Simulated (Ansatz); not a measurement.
# C₁₀H₁₉GeN (charge +1, doublet): what the fields show

Input

```
crystal:
  periodic: [false, false, false]
  atoms:
    - {symbol: Ge, position_ang: [0.199057, 0.970261, 0.798264]}
    - {symbol: C, position_ang: [0.204620, 0.598540, 2.698025]}
    - {symbol: C, position_ang: [1.276463, 0.833651, 3.480260]}
    - {symbol: H, position_ang: [-0.727096, 0.214079, 3.152694]}
    - {symbol: H, position_ang: [2.224169, 1.233288, 3.080974]}
    - {symbol: H, position_ang: [1.247249, 0.641316, 4.566365]}
    - {symbol: C, position_ang: [1.948342, 1.190069, -0.022448]}
    - {symbol: C, position_ang: [3.000497, 0.411457, 0.302402]}
    - {symbol: H, position_ang: [2.066340, 2.011833, -0.750741]}
    - {symbol: H, position_ang: [2.925842, -0.421029, 1.023124]}
    - {symbol: H, position_ang: [3.998087, 0.583972, -0.137817]}
    - {symbol: C, position_ang: [-1.146688, 2.251568, 0.221985]}
    - {symbol: C, position_ang: [-2.022009, 2.782172, 1.097806]}
    - {symbol: H, position_ang: [-1.142772, 2.574242, -0.833518]}
    - {symbol: H, position_ang: [-2.059006, 2.484644, 2.159905]}
    - {symbol: H, position_ang: [-2.736994, 3.564594, 0.788211]}
    - {symbol: N, position_ang: [-0.462940, -0.739969, 0.097845]}
    - {symbol: C, position_ang: [-0.577583, -1.271273, -1.242384]}
    - {symbol: C, position_ang: [0.478392, -2.420355, -1.351199]}
    - {symbol: C, position_ang: [-2.001116, -1.876586, -1.389585]}
    - {symbol: C, position_ang: [-0.317521, -0.197927, -2.301198]}
    - {symbol: H, position_ang: [-0.749682, -1.429831, 0.813985]}
    - {symbol: H, position_ang: [0.373674, -2.882922, -2.352906]}
    - {symbol: H, position_ang: [1.502233, -2.014854, -1.242845]}
    - {symbol: H, position_ang: [0.311882, -3.205062, -0.587108]}
    - {symbol: H, position_ang: [-2.189634, -2.668137, -0.636656]}
    - {symbol: H, position_ang: [-2.090230, -2.332875, -2.394870]}
    - {symbol: H, position_ang: [-2.772351, -1.089161, -1.286822]}
    - {symbol: H, position_ang: [0.697619, 0.234409, -2.201921]}
    - {symbol: H, position_ang: [-1.067157, 0.614732, -2.239354]}
    - {symbol: H, position_ang: [-0.391669, -0.644844, -3.310470]}
basis:
  gaussian: {orbitals: def2-SVP, initial_orbitals: start.molden}
total_charge: 1
magnetization: {spin_polarized: true, initial_magnetization: 1}
hamiltonian: {xc: pbe0, dispersion: d4}
scf: {omitted_lower_state_checks: [starts]}
output: {orbitals: {seedname: orbitals}}
```

Launched as:

```sh
ansatz run in.yaml --threads 4 --pin off --events-out ev --progress --plain --max-ram 6963MiB
```

Geometry: PBE-D4/def2-SVP.

The calculation used UKS PBE0-D4/def2-SVP (Ansatz 0.2.0).

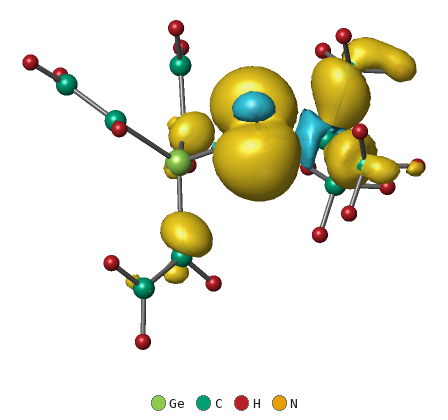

Figure 1. Isosurfaces of the spin density at +0.015 (yellow) and −0.015 e/Å³ (cyan), seen at a tilt.

Q: Where is the unpaired spin?

A: The unpaired spin (1 electron) lies mostly on N17 (about 0.7), in electrons by Hirshfeld's partition.

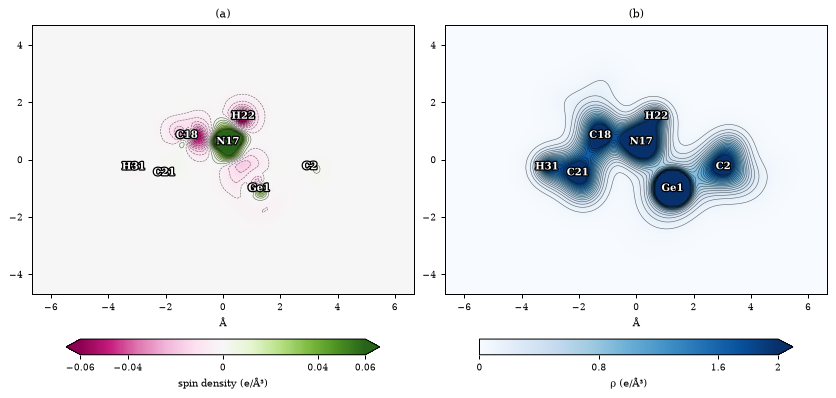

Figure 2. (a) spin density; (b) total electron density on the plane of atoms Ge1, N17 and H22.

Q: Read the bonding off the picture.

A: Atoms in the plane: Ge, C, N and H.
C–N (1.45 Å): ρ at the midpoint is about 2 e/Å³.
C–Ge (1.94 Å): the density is about 0.91 e/Å³ at the midpoint.
Ge–N (1.96 Å): the density is about 0.71 e/Å³ at the midpoint.
N–H (1.03 Å): ρ is about 2.8 e/Å³ halfway.
C–C (1.53 Å): ρ is about 1.7 e/Å³ halfway.

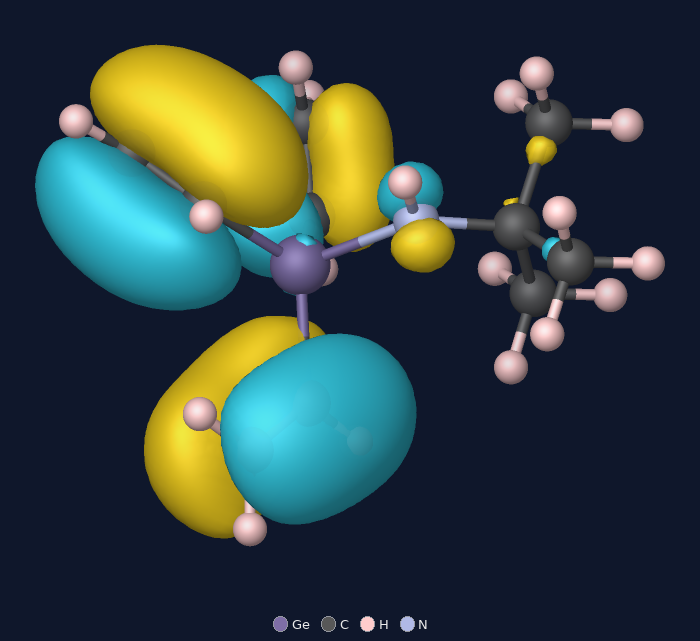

Figure 3. The HOMO (α) at ±0.06 Å⁻³ᐟ² (yellow and cyan are the two phases), seen at a tilt.

Q: Describe this orbital and give its energy.

A: By Hirshfeld shares it lies mainly on C12 (about 20 %), C13 (about 20 %), C2 (about 20 %) and C3 (about 20 %). Its energy is −11.59 eV.
